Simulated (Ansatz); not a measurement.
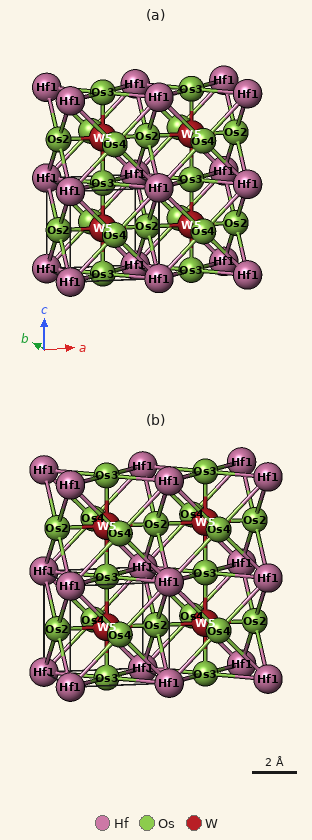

The structure of crystalline HfOs$_{3}$W (a generated structure, set up in Pm-3m) (coarse preliminary run) before (top) and after (bottom) a relaxation, at one scale.

A ball-and-stick model of the cell of the calculation, repeated 2 × 1 × 2 with one cell outlined, seen slightly off an axis.

The calculation used DFT PBE, scalar-relativistic, plane waves, PAW in Ansatz.

The input:
```yaml
crystal:
  lattice:
    - [4.20006218, 0.0, 0.0]
    - [0.0, 4.20006218, 0.0]
    - [0.0, 0.0, 4.20006218]
  atoms:
    - { symbol: Hf, position: [0.0, 0.0, 0.0] }
    - { symbol: Os, position: [0.0, 0.5, 0.5] }
    - { symbol: Os, position: [0.5, 0.5, 0.0] }
    - { symbol: Os, position: [0.5, 0.0, 0.5] }
    - { symbol: W, position: [0.5, 0.5, 0.5] }
basis:
  ecutwfc: 420
kpoints:
  mp_grid: { grid: [4, 4, 4] }
hamiltonian:
  xc: pbe
scf:
  occupations: { method: gaussian, width: 0.1 }
  lower_state_search: "off"
output:
  forces: true
  stress: true
  eigenvalues: true
relax:
  adjacent_minimum: "off"
  f_tol: 0.04
  max_steps: 70
  cell: { stress_tol: 0.4 }
```

Command:
```bash
ansatz run input.yaml --threads 1 --pin off --max-ram 2048MiB --backend cpu --events-out ev --progress --plain --runs-dir out
```

> What changed between the two?

No atom moves by more than 0.005 Å relative to the cell. The volume changes by +38.7 %, with a = b = c 4.200 → 4.684 Å (+11.5 %). Among the contacts that change: Hf1–Os2 2.970 → 3.312 Å, Os2–W5 2.100 → 2.342 Å. The space group stays Pm-3m (No. 221). After 5 accepted moves (7 points after the start) the energy has fallen by 1614 meV per atom. All forces vanish by symmetry, so only the cell relaxes. The pressure goes from 121.11 to 0.12 GPa. At 2 points the geometry stayed and the basis and grid were re-selected for the new cell (energy shift of 12.9 meV per atom at most each time).

Limits of the set-up: the k-point mesh is coarse for a cell with partly filled bands.
